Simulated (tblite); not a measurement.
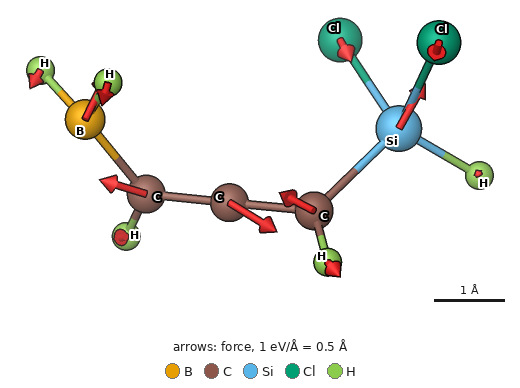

Starting geometry of C3H5BCl2Si with the computed forces as red arrows. The picture is a ball-and-stick view, seen face on.

Computed with tblite, GFN2-xTB geometry optimisation, gas phase. 

Question: What follows when this structure is relaxed?

Answer: It isn't relaxed: the largest force vector, on a C atom, is 1.86 eV/Å. The final displacements have little in common with the starting forces (cosine between the two patterns 0.23). The atom that moves furthest after the best rigid fit is an H atom (0.78 Å). Largest moves by element: H 0.78 Å, Cl 0.33 Å, Si 0.16 Å, B 0.13 Å, C 0.12 Å. Among the contacts that change: Cl–Si 2.114 → 2.021 Å, Cl–Si 2.088 → 2.016 Å, C–Si 1.849 → 1.884 Å, C–C 1.280 → 1.307 Å. Bond angles that change, for instance: Si–C–H 126.7° → 117.0°, C–C–Si 114.6° → 123.5°, H–B–H 113.3° → 120.8°. The energy falls by 10.6 kcal/mol in 63 geometry steps.
